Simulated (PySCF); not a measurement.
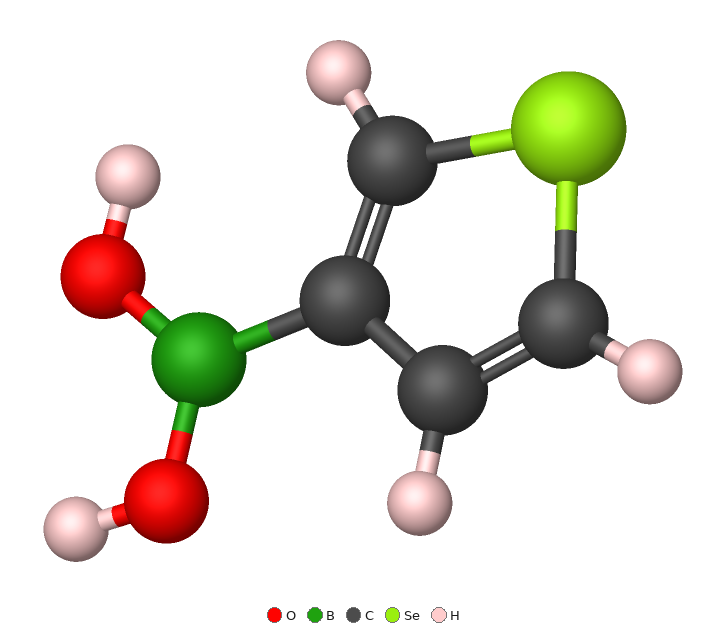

Ball-and-stick drawing of a structure. Multiple sticks mark multiple bonds (one Kekulé form).

The computed structure is the end point of a GFN2-xTB optimisation. No frequency run is at hand to confirm it as a minimum.

What does the picture show?

It has 13 atoms: 4 carbon, 5 hydrogen, 1 boron, 2 oxygen and 1 selenium (C₄H₅BO₂Se). Its SMILES string is `OB(O)c1cc[se]c1`. Independent rings (smallest set): 1 of 5 members, 1 of them aromatic. This geometry has Cs symmetry. All atoms lie on one plane. Coordination: 2 O bent; 1 B trigonal planar; 4 C trigonal planar; 1 Se bent.

The parts below concern this one geometry. Atoms keep their numbers from picture to picture.

## Spin–spin coupling

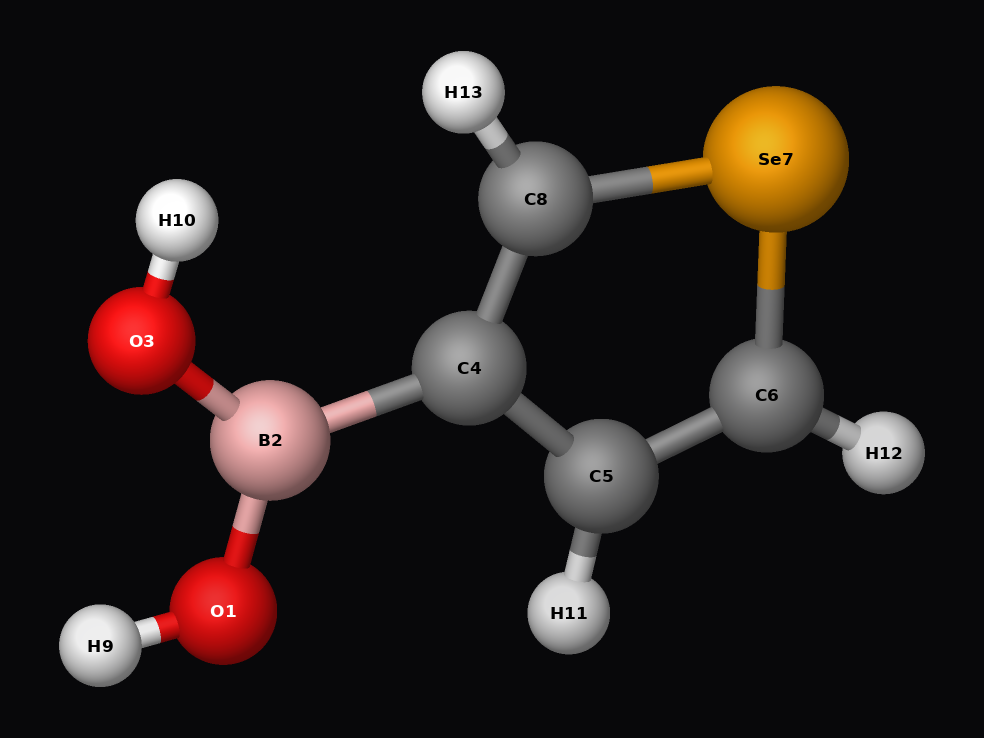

No frequency run is at hand to confirm it as a minimum. Properties computed with B3LYP/pcJ-1 (pcSseg-1 on Se) indirect spin-spin coupling, non-relativistic, gas phase (PySCF 2.14.0). Isotopes: 11B, 13C, 1H, 17O.

Give the spin–spin coupling constants of these pairs, with the number of bonds between them: B2/O3, B2/C4, B2/C8, B2/C5, B2/H9, B2/H13.

| pair | bonds apart | J (Hz) |
| --- | --- | --- |
| B2, O3 | 1 | −11.4 |
| B2, C4 | 1 | 88.4 |
| B2, C8 | 2 | 6.8 |
| B2, C5 | 2 | 3.0 |
| B2, H9 | 2 | −4.4 |
| B2, H13 | 3 | 3.5 |

## Quadrupole coupling

No frequency run is at hand to confirm it as a minimum. Electric field gradients from the ground-state density, B3LYP/pcJ-1 (pcSseg-1 on Se) (PySCF 2.14.0), non-relativistic apart from any core potentials.

Give the largest field-gradient component, the quadrupole coupling constant and the asymmetry for 17O at O1 (Q = −25.6 mb), 11B at B2 (Q = 40.59 mb), 17O at O3 (Q = −25.6 mb), 2H at H9 (Q = 2.86 mb), 2H at H10 (Q = 2.86 mb), 2H at H11 (Q = 2.86 mb), 2H at H12 (Q = 2.86 mb).

```json
{"atom": "O1", "V_zz (a.u.)": "1.400", "e²qQ/h (MHz)": "−8.42", "η": "0.14"}
{"atom": "B2", "V_zz (a.u.)": "0.309", "e²qQ/h (MHz)": "2.95", "η": "0.38"}
{"atom": "O3", "V_zz (a.u.)": "1.426", "e²qQ/h (MHz)": "−8.58", "η": "0.22"}
{"atom": "H9", "V_zz (a.u.)": "0.470", "e²qQ/h (MHz)": "0.316", "η": "0.06"}
{"atom": "H10", "V_zz (a.u.)": "0.485", "e²qQ/h (MHz)": "0.326", "η": "0.06"}
{"atom": "H11", "V_zz (a.u.)": "0.324", "e²qQ/h (MHz)": "0.218", "η": "0.06"}
{"atom": "H12", "V_zz (a.u.)": "0.329", "e²qQ/h (MHz)": "0.221", "η": "0.09"}
```

## Dipole moment

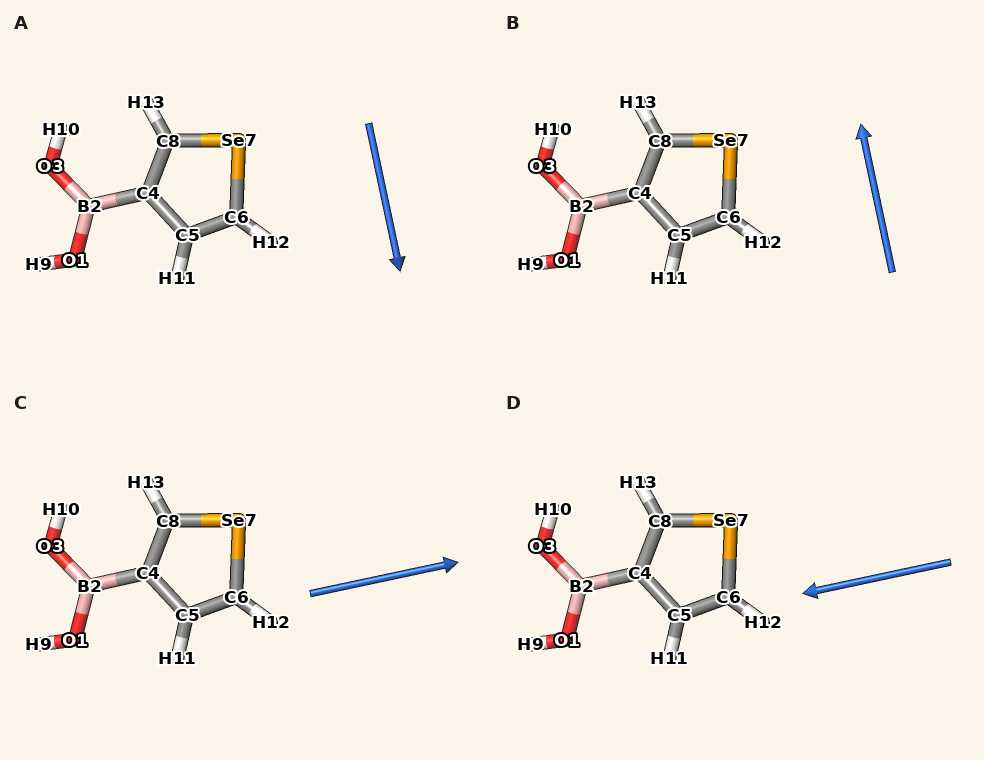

The same molecule four times, each with an arrow. No frequency run is at hand to confirm it as a minimum. Properties computed with B3LYP/pcJ-1 (pcSseg-1 on Se), gas phase (PySCF 2.14.0).

> Which arrow points along the dipole moment, from the negative to the positive end?

B. The dipole moment is 1.19 D; it points from the side of H11 to the side of H13 (the outermost atoms at the two ends).

The geometry is semi-empirical. Around B, Se such bond lengths and angles can be off by a tenth of an ångström or more and by several degrees, and values that hang on the shape move with them.
